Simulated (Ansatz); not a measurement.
SiH3Br (SMILES [SiH3]Br): the energy, rung by rung

SiH3Br: 5 atoms, total charge 0, spin state singlet. As SMILES, `[SiH3]Br`. The shape is that of a PBE0-D4/def2-TZVP optimisation.

```xyz
5

Si   -0.1474    0.0561   -0.0432
Br    1.8530   -0.7051    0.5433
H    -1.0646   -0.1052    1.1079
H    -0.6256   -0.7313   -1.2023
H    -0.0155    1.4856   -0.4056
```

Each level gives the energy change with the Si1–H3 bond stretched from 1.481 to 2.221 Å (eV). The values are calculated.

```csv
level,kind,program,value (eV),less FCI/STO-3G
SVWN5/STO-3G (restricted),LDA,Ansatz,2.99,+0.09
PBE/STO-3G (restricted),GGA,Ansatz,2.88,-0.02
B3LYP/STO-3G (restricted),global hybrid,Ansatz,3.11,+0.21
CAM-B3LYP/STO-3G (restricted),range-separated hybrid,Ansatz,3.36,+0.46
B2PLYP/STO-3G (restricted),double hybrid,Ansatz,3.29,+0.39
MP2/STO-3G (restricted),perturbation theory,Ansatz,3.45,+0.55
CCSD(T)/STO-3G (restricted),coupled cluster or CI,Ansatz,2.91,+0.01
FCI/STO-3G,exact in the basis,Ansatz,2.90,0.00
```

FCI/STO-3G is exact within its basis and frozen core, so for wave-function methods in that basis the difference is their error; functionals converge differently with the basis, so for them it is only a difference. All-electron rows without a relativistic Hamiltonian named are non-relativistic. The first shape isn't each level's own minimum. The values span 2.88 to 3.45 eV. All rows use very small basis sets, so none should be taken for the real molecule's value. In the correlated wave-function rows the outer d shell of Br is correlated, in sets not made for it.

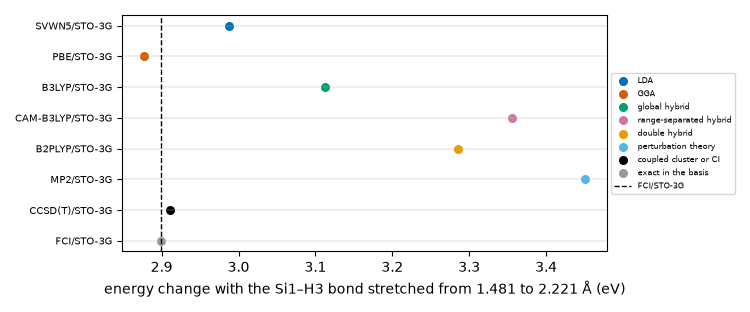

The values of the table, level by level.
